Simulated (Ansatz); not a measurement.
**CH2FSi (doublet): density, localisation and related maps**

The calculation's input:

```
crystal:
  periodic: [false, false, false]
  atoms:
    - {symbol: C, position_ang: [-1.364149, -2.044273, -0.384535]}
    - {symbol: F, position_ang: [-0.521594, 0.419194, 0.976293]}
    - {symbol: Si, position_ang: [-1.265625, -0.377234, -0.242765]}
    - {symbol: H, position_ang: [-1.370763, -3.134468, -0.378350]}
    - {symbol: H, position_ang: [-1.822742, 0.629293, -1.180280]}
basis:
  gaussian: {orbitals: def2-TZVPD}
magnetization: {spin_polarized: true, initial_magnetization: 1}
hamiltonian: {xc: pbe0}
output: {forces: true, orbitals: {seedname: orbitals}}
```

Command:

```sh
ansatz run input.yaml --threads 1 --pin off --max-ram 2610MiB --events-out events.jsonl --progress --plain --runs-dir runs
```

Geometry: PBE-D3(BJ)/def2-SVP.

Method: Ansatz, isolated molecule in a Gaussian basis; Kohn-Sham density functional theory, functional PBE0.

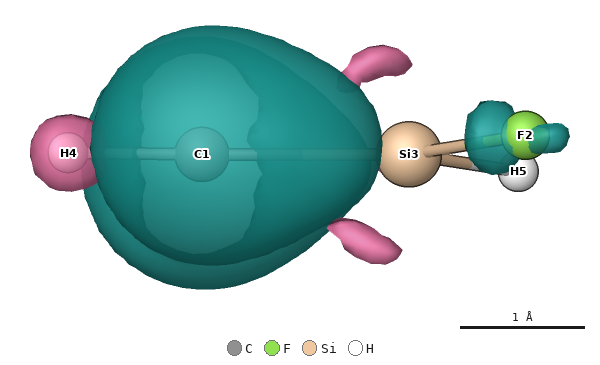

Figure 1. Isosurfaces of the spin density (α minus β) at +0.03 (teal) and −0.03 e/Å³ (pink), seen from one side.

Q: Where is the unpaired spin?

A: The unpaired spin (1 electron) lies mostly on C1 (about 0.8) and Si3 (about 0.1), in electrons by Hirshfeld's partition.

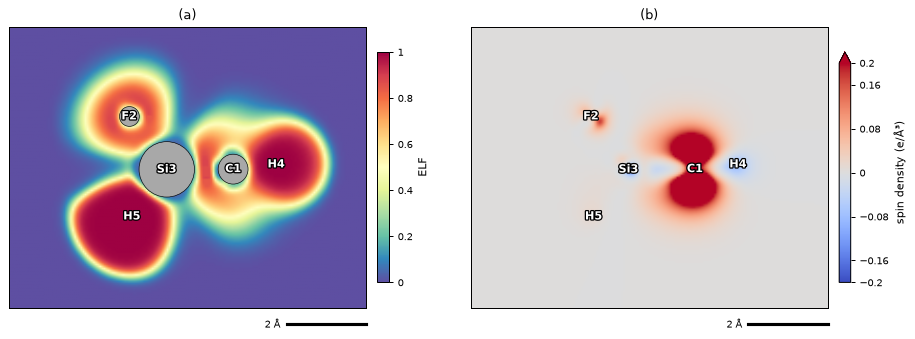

Figure 2. (a) ELF; (b) spin density on the molecular plane. Grey discs cover the atomic cores in the ELF map.

Q: Read the bonding off the picture.

A: The section cuts through C, F, Si and H sites. Si–F (1.64 Å): the ELF peaks at about 0.85 in the valence shell of F, 0.6 Å from its nucleus, and is about 0.55 at the midpoint. C–Si (1.68 Å): the ELF peaks at about 0.85 between the atoms: localised, covalent bonding. C–H (1.09 Å): the ELF climbs to about 1 towards the hydrogen, as it does in any bond to H; an ordinary covalent bond to hydrogen. Si–H (1.48 Å): the ELF climbs to about 1 towards the hydrogen. The ELF also peaks beside F2, away from the bonds: non-bonding electrons, paired or unpaired.

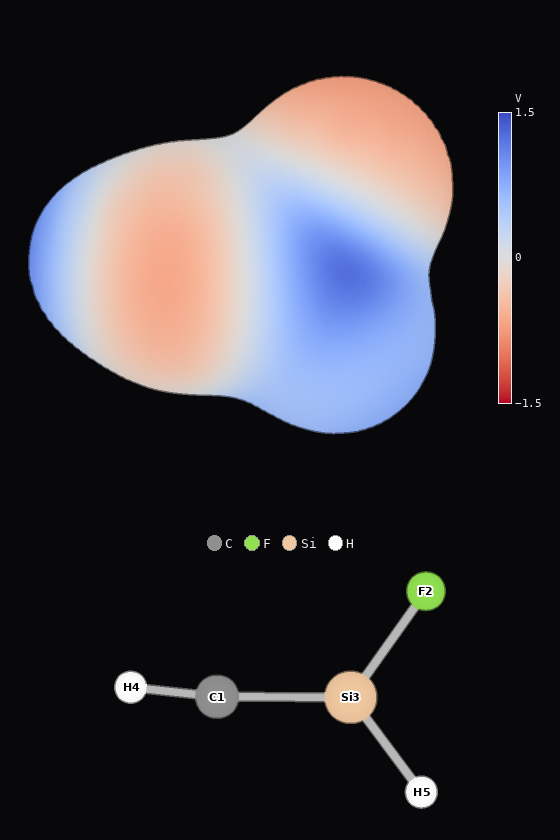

Figure 3. The electrostatic potential painted on the density surface at 0.001 e/bohr³, seen across its widest extent; red is negative and blue positive. The bare structure is drawn below in the same view.

Q: Describe the electrostatic potential map.

A: The most negative region (about −0.7 V, or −16 kcal/mol for a unit charge) lies over F2, the most positive (about +1.2 V, or +28 kcal/mol for a unit charge) over Si3.

Q: How polar is the molecule by this calculation?

A: Its dipole moment is 1.08 D.
